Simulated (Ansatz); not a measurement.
# Calculations on CH8N2OSi2

**1. Relaxation**

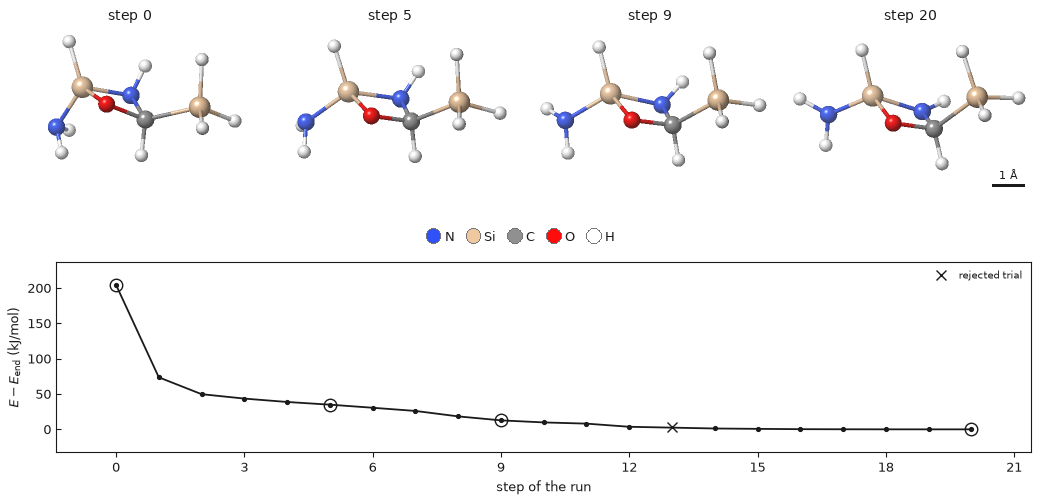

Frames of a relaxation of CH8N2OSi2, marked on the history of the run. Style: ball-and-stick. Shown at a tilt.

The run prepares an end point of a later path (torsion) calculation, from a guessed geometry.

Level of theory: Ansatz 0.2.0, RKS PBE/def2-SVP.

Input
```yaml
crystal:
  periodic: [false, false, false]
  atoms:
    - { symbol: "N", position_ang: [-2.6094, 0.0685, 0.5259] }
    - { symbol: Si, position_ang: [-1.2554, 0.9986, 0.5837] }
    - { symbol: "N", position_ang: [-0.4864, 0.465, -0.8023] }
    - { symbol: C, position_ang: [0.3829, -0.5188, 0.0086] }
    - { symbol: Si, position_ang: [2.2622, -0.6428, -0.3377] }
    - { symbol: O, position_ang: [-0.0421, 0.1483, 1.2701] }
    - { symbol: H, position_ang: [-2.8519, -0.0088, -0.4662] }
    - { symbol: H, position_ang: [-2.4239, -0.802, 0.8566] }
    - { symbol: H, position_ang: [-1.2483, 2.4846, 0.6963] }
    - { symbol: H, position_ang: [0.1297, 1.2433, -1.0625] }
    - { symbol: H, position_ang: [-0.1018, -1.5531, -0.0098] }
    - { symbol: H, position_ang: [2.5386, -1.2233, -1.6411] }
    - { symbol: H, position_ang: [2.7866, 0.7646, -0.3254] }
    - { symbol: H, position_ang: [2.9063, -1.4533, 0.7328] }
basis:
  gaussian: { orbitals: def2-SVP }
hamiltonian:
  xc: pbe
relax:
  f_tol: 0.015
  max_steps: 40
```

Command:
```bash
ansatz run input.yaml --threads 2 --pin off --max-ram 3072MiB --backend cpu --events-out ev --progress --plain --runs-dir out
```

Describe the path.

The atom that moves furthest after the best rigid fit is H7 (1.99 Å). Largest moves by element: H 1.99 Å, O 0.63 Å, N 0.62 Å, Si 0.42 Å, C 0.40 Å. Some distances before and after: Si2–O6 1.633 → 1.728 Å, Si2–N3 1.672 → 1.745 Å, N1–H8 0.949 → 1.022 Å, N3–C4 1.543 → 1.472 Å. Bond angles that change, for instance: Si2–N3–H10 104.1° → 138.8°, N1–Si2–H9 124.8° → 104.0°, C4–N3–H10 106.2° → 123.2°. Groups turn about C4–O6 by about 25°. Over 19 accepted moves (20 points after the start) the energy falls by 204.5 kJ/mol. Largest force component: 4.7 eV/Å at the start, 0.012 eV/Å at the end. The line search rejected the trial step at point 13 of the run. From step 0 to 5: H7 moves most (0.86 Å), energy −169.6 kJ/mol. From step 5 to 9: H7 moves most (0.77 Å), energy −22.2 kJ/mol. From step 9 to 20: H atoms move most (0.62 Å), energy −12.7 kJ/mol.

```
step  E − E(0), kJ/mol  largest force component, eV/Å      note
   0              0.00                         4.7129          
   1           -130.89                         1.4433          
   2           -154.74                         0.5457          
   3           -160.99                         0.4694          
   4           -165.78                         0.4126          
   5           -169.59                         0.6454          
   6           -173.96                         0.8027          
   7           -178.48                         0.8986          
   8           -186.19                         0.5379          
   9           -191.82                         0.3857          
  10           -194.72                         0.5326          
  11           -196.45                         1.0003          
  12           -200.90                         0.4037          
  13           -200.86                         0.2937  rejected
  14           -203.32                         0.1600          
  15           -203.85                         0.2624          
  16           -204.29                         0.1082          
  17           -204.44                         0.0583          
  18           -204.52                         0.0540          
  19           -204.54                         0.0277          
  20           -204.54                         0.0118
```

**2. Relaxation**

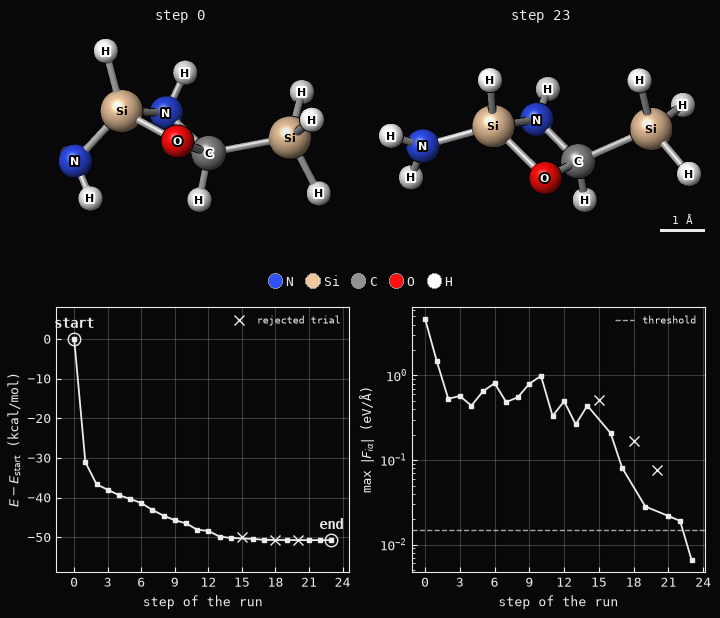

First and last geometry of a relaxation of CH₈N₂OSi₂, with the history of the run. A ball-and-stick model, seen face on.

The run prepares an end point of a later path (torsion) calculation, from a guessed geometry.

Method: Ansatz, RKS PBE/def2-SVP. Set-up: no spin polarisation; force threshold 0.015 eV/Å; at most 40 steps.

What do the curves and the structures tell?

Answer. It converged. The energy falls by 50.7 kcal/mol in 20 accepted moves (23 points after the start). Largest force component: 4.7 eV/Å at the start, 0.0065 eV/Å at the end. The line search rejected the trial steps at points 15, 18, 20 of the run. The largest move after the best rigid fit is that of an H atom, 2.06 Å. Largest moves by element: H 2.06 Å, O 1.00 Å, C 0.50 Å, N 0.46 Å, Si 0.46 Å. Among the contacts that change: O–Si 1.633 → 1.728 Å, H–N 0.949 → 1.022 Å, N–Si 1.672 → 1.745 Å, C–N 1.543 → 1.472 Å. Among the angles between lasting bonds that change: Si–N–H 104.1° → 139.1°, N–Si–H 124.8° → 104.0°, C–N–H 106.2° → 123.3°. Groups turn about C–Si by about 55°, C–O by about 25°.

**3. Path**

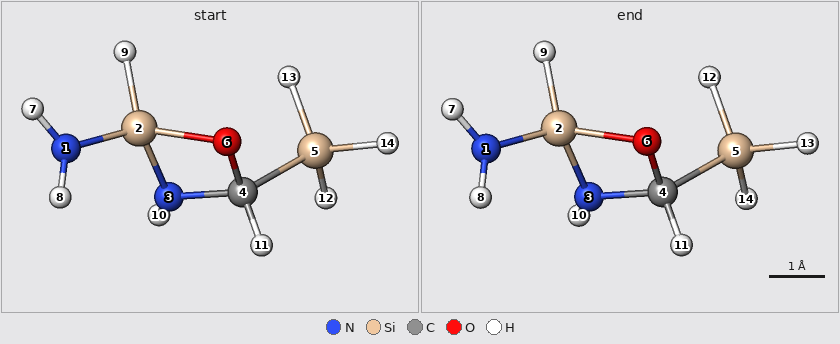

The two relaxed end points of a path for CH8N2OSi2. A ball-and-stick model, seen at a tilt.

Theory: RKS PBE/def2-SVP in Ansatz 0.2.0.

Run with 5 movable images; climbing image; force threshold 0.03 eV/Å; iteration limit 60.

Start:
```xyz
14

N    -2.8138    0.4742    0.4935
Si   -1.1137    0.6391    0.3792
N    -0.3493   -0.0668   -1.0222
C     0.5368   -0.8532   -0.1486
Si    2.3840   -0.3030   -0.1463
O    -0.0654   -0.5133    1.1269
H    -3.3862    1.1279    1.0298
H    -3.3038   -0.3942    0.2706
H    -0.8558    2.0521    0.8172
H    -0.1040    0.1957   -1.9769
H     0.4457   -1.9564   -0.3232
H     2.9853   -0.4932   -1.5185
H     2.4344    1.1590    0.2039
H     3.1930   -1.0973    0.8435
```

End:
```xyz
14

N    -2.8241    0.5073    0.3952
Si   -1.1342    0.6900    0.1919
N    -0.3588   -0.3801   -0.9473
C     0.5667   -0.8359    0.1027
Si    2.3937   -0.2574   -0.1043
O    -0.0318   -0.1447    1.2287
H    -3.4184    1.2720    0.7184
H    -3.2795   -0.4053    0.4586
H    -0.9289    2.1773    0.1734
H    -0.1392   -0.4178   -1.9428
H     0.5132   -1.9422    0.2725
H     2.4032    1.2428   -0.2157
H     3.2405   -0.6913    1.0618
H     2.9847   -0.8440   -1.3642
```

> Predict the minimum-energy path and its barrier.

The two ends have the same energy, and the highest point, image 3, lies 0.125 eV above the start. The motion is a rotation about the C4–Si5 bond by about 120°. No bond forms or breaks between the ends. Among the angles between lasting bonds that change up to the highest image: Si2–N3–H10 138.8° → 135.2°, C4–Si5–H13 108.0° → 110.7°. The band converged in 22 iterations, with a climbing image at the top. At the top, the vibrational analysis gives one imaginary mode (163i cm⁻¹), as a transition state must have.

Energies of the converged images:

```csv
image,path (Å),E (eV)
0,0.00,0.000
1,0.74,0.031
2,1.47,0.094
3,2.21,0.125
4,2.98,0.093
5,3.76,0.030
6,4.53,0.000
```

The geometry at the top of the path:

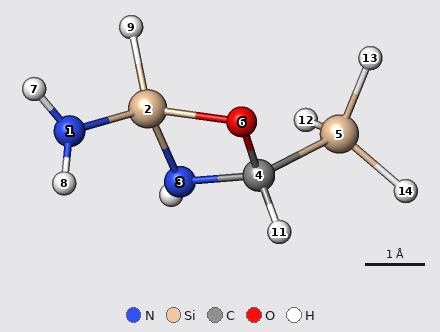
